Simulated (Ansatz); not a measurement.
# F₂H₄OSi₂: a short trajectory

The task is to watch the atoms for 60 steps of 0.5 fs, started with velocities for 500 K and run at constant energy, and see to which side of the barrier the system falls.

Computed with Ansatz 0.2.0, Gaussian basis. Level: Hartree-Fock/def2-SVP.

1 further run of the same task is left out (it didn't finish).

## 1. The starting structure

The start, a first-order saddle point found at PBE0-D4 in triple zeta: 9 atoms, charge 0, spin multiplicity 1.

Atoms are counted from 1 here; the program's logs count them from 0.

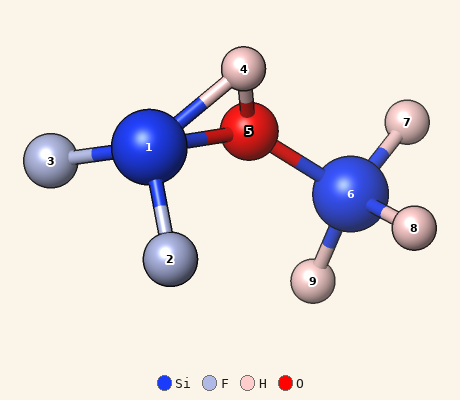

Start geometry, drawn with silicon blue, fluorine light blue, hydrogen pink, oxygen red; atoms are numbered from 1 in the order of the file.

Coordinates:

```xyz
9
charge 0, multiplicity 1
Si   -1.4349   -1.1942    0.0167
F    -0.4134   -2.0577    0.8982
F    -1.4345   -1.9509   -1.3879
H    -1.5724    0.4296    0.2446
O    -0.4715    0.2954   -0.3159
Si    1.0298    0.9769    0.0618
H     1.0080    2.3738   -0.4259
H     1.2160    0.9450    1.5308
H     2.0727    0.1822   -0.6226
```

## 2. The run

File md/in.yaml:

```yaml
crystal:
  periodic: [false, false, false]
  atoms:
    - {symbol: Si, position_ang: [-1.434908, -1.194207, 0.016708]}
    - {symbol: F, position_ang: [-0.413380, -2.057695, 0.898244]}
    - {symbol: F, position_ang: [-1.434493, -1.950851, -1.387869]}
    - {symbol: H, position_ang: [-1.572398, 0.429579, 0.244586]}
    - {symbol: O, position_ang: [-0.471487, 0.295378, -0.315882]}
    - {symbol: Si, position_ang: [1.029752, 0.976880, 0.061792]}
    - {symbol: H, position_ang: [1.008039, 2.373838, -0.425879]}
    - {symbol: H, position_ang: [1.216036, 0.945049, 1.530789]}
    - {symbol: H, position_ang: [2.072738, 0.182229, -0.622588]}
basis:
  gaussian: {orbitals: def2-SVP}
hamiltonian: {xc: hf}
md: {n_steps: 60, timestep: 0.5, temperature: 500, ensemble: nve, seed: 918, initial_velocities: maxwell_boltzmann}
```

Launch:

```
ansatz run in.yaml --threads 4 --pin off --events-out ev --progress --plain --max-ram 9574MiB
```

**Question.** What will these runs give? Wanted: temperature at the start; mean temperature, second half; lowest and highest potential energy, from the first frame; largest change of potential + kinetic; bonds lost by distance.

**Answer**, as computed:

```
                                                 quantity              value
                                                   length  60 steps, 30.0 fs
                                 temperature at the start              500 K
                            mean temperature, second half             1779 K
lowest and highest potential energy, from the first frame   -1528 and 97 meV
                    largest change of potential + kinetic           10.5 meV
                                   bonds lost by distance     Si1–H4, Si1–O5
```

What this shows: By the last frame it has moved back towards the start side of the step. The system runs downhill by 1.53 eV, and that energy turns into motion. With no thermostat the total energy should stay fixed; it holds within 10.5 meV, small beside the kinetic energy, so the time step serves. The temperature runs between 393 and 2179 K.
